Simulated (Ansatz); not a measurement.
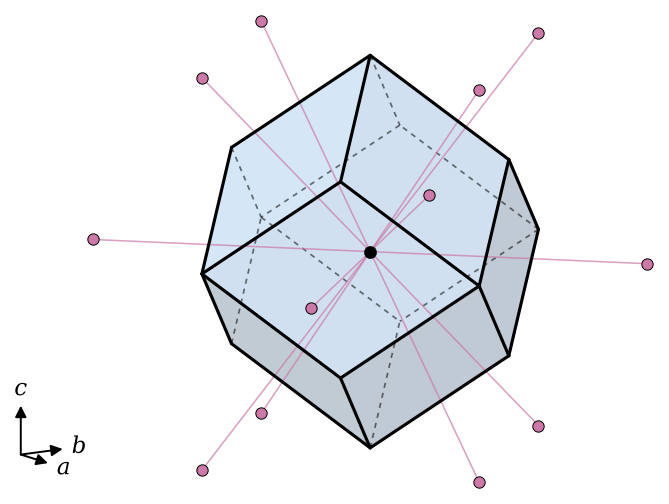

Crystal: Na₃BiH₆, coordinates from a relaxation with DFT PBE, scalar-relativistic, plane waves, PAW (Ansatz 0.2.0); the starting structure was generated, so it need not be a known form of this composition. The Wigner–Seitz cell of the crystal's lattice, with lines to the lattice points that define its faces. The drawing is computed from the coordinates (standard cell, symmetry found to 0.002 Å).

a = 8.704 Å, b = 8.704 Å, c = 8.704 Å, α = 90.00°, β = 90.00°, γ = 90.00°; space group Fm-3m (No. 225).

### Describe the polyhedron.

A rhombic dodecahedron: 12 faces (12 with 4 edges), 24 edges, 14 vertices. Its volume is that of the primitive cell, 164.9 Å³.

### Which lattice vectors do the faces bisect?

```json
{"example": "1/2 a + 1/2 b", "length (Å)": "6.15", "faces": "12", "edges of each": "4", "area (Å²)": "13.4"}
```
